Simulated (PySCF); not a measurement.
**[BSiNH5]− (SMILES BN[SiH2-]) at MP2/6-31G(d) (spherical functions)**

What is the vertical singlet–triplet gap of [BSiNH5]− at MP2/6-31G* (spherical functions)? The job is set up through a Python script.

The calculation is run with PySCF 2.14.0.

## Step 1: Starting point

[BSiNH5]−: 8 atoms, total charge -1, spin state singlet. As SMILES, `BN[SiH2-]`. The shape is that of a GFN2-xTB optimisation. This is one conformer, not always the lowest.

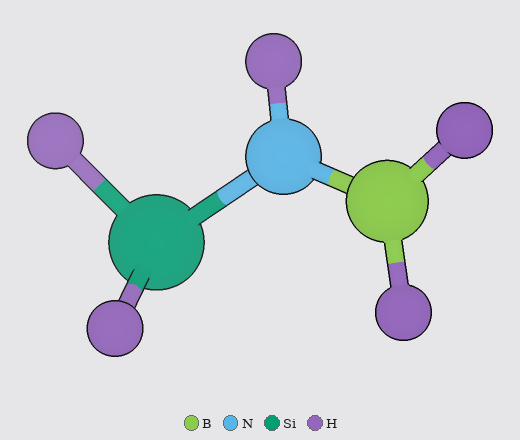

The structure, seen from a chosen angle (boron green, nitrogen blue, silicon teal, hydrogen purple).

## Step 2: The energy at MP2/6-31G(d) (spherical functions)

File run.py:

```python
from pyscf import gto, mp

mol = gto.M(
    atom=[
    ('B', (-0.512940, 1.034250, -0.713740)),
    ('N', (-0.251440, 0.223910, 0.347480)),
    ('Si', (0.129150, -1.539690, 0.385180)),
    ('H', (-0.507680, 0.589930, -1.815460)),
    ('H', (-0.761340, 2.202590, -0.564570)),
    ('H', (-0.288020, 0.625650, 1.274290)),
    ('H', (1.264390, -1.603920, -0.586060)),
    ('H', (0.927900, -1.532720, 1.672890)),
],
    max_memory=1860,
    basis='6-31g*',
    verbose=3,
    charge=-1,
    spin=0,
)

calc0 = mol.RHF()
calc0.conv_tol = 1e-10
calc0.kernel()
if not calc0.converged:
    calc0 = calc0.newton().run(calc0.mo_coeff, calc0.mo_occ)

pt = mp.MP2(calc0, frozen=7).run()
e_final = pt.e_tot
print(f'total energy: {e_final:.8f} hartree')
```

Command:

```
$ OMP_NUM_THREADS=1 python run.py
```

The log of the run:

```text
converged SCF energy = -370.957297578633
E(RMP2) = -371.282028565896  E_corr = -0.32473098726374
E(SCS-RMP2) = -371.283990693641  E_corr = -0.326693115008174
total energy: -371.28202857 hartree
```

It took 1.1 s on 1 thread of Arm Neoverse V1, shared host; peak memory 0.13 GiB.

## Step 3: The triplet

File input.py:

```python
from pyscf import gto, scf, mp

mol = gto.M(
    atom='''
B     -0.512940     1.034250    -0.713740
N     -0.251440     0.223910     0.347480
Si     0.129150    -1.539690     0.385180
H     -0.507680     0.589930    -1.815460
H     -0.761340     2.202590    -0.564570
H     -0.288020     0.625650     1.274290
H      1.264390    -1.603920    -0.586060
H      0.927900    -1.532720     1.672890
''',
    charge=-1,
    basis='6-31g*',
    max_memory=1860,
    spin=2,
    verbose=3,
)

calc0 = scf.UHF(mol)
calc0.conv_tol = 1e-10
calc0.kernel()
if not calc0.converged:
    calc0 = calc0.newton().run(calc0.mo_coeff, calc0.mo_occ)

pt = mp.MP2(calc0, frozen=7).run()
energy = pt.e_tot
print('E(%s) = %.9f' % ('MP2', energy))
```

Command:

```
$ OMP_NUM_THREADS=1 python input.py
```

The log of the run:

```text
WARN: HOMO 0.0634605436698665 >= LUMO -0.14422317596449

SCF not converged.
SCF energy = -370.820377993092 after 50 cycles  <S^2> = 2.0220235  2S+1 = 3.0146466
converged SCF energy = -370.847259318397  <S^2> = 2.0055559  2S+1 = 3.0037016
E(UMP2) = -371.160507557455  E_corr = -0.313248239058194
E(SCS-UMP2) = -371.15890550993  E_corr = -0.311646191533085
E(MP2) = -371.160507557
```

It took 2.8 s on 1 thread of Arm Neoverse V1, shared host; peak memory 0.13 GiB.

## Step 4: Outcome

Level: MP2/6-31G* (spherical functions), 7 core orbitals frozen.

```
                                                           quantity          value
                                              singlet: total energy  -371.28203 Eh
                       singlet: HOMO energy (Hartree–Fock orbitals)       -1.17 eV
                       singlet: LUMO energy (Hartree–Fock orbitals)        9.06 eV
     singlet: HOMO–LUMO gap (to an unbound level, set by the basis)       10.23 eV
               singlet: correlation energy (7 core orbitals frozen)     -324.7 mEh
                                              triplet: total energy  -371.16051 Eh
triplet: HOMO energy (Hartree–Fock orbitals) (highest over α and β)        2.20 eV
 triplet: LUMO energy (Hartree–Fock orbitals) (lowest over α and β)        6.83 eV
               triplet: correlation energy (7 core orbitals frozen)     -313.2 mEh
                         triplet: ⟨S²⟩ of the reference determinant          2.006
                   vertical energy of the triplet above the singlet       3.307 eV
```

In words: At this shape the triplet lies 3.31 eV (76 kcal/mol) above the singlet. The HOMO (triplet) lies at positive energy, 2.20 eV: the electron is unbound at this level or held by a compact basis; values depend on the basis.
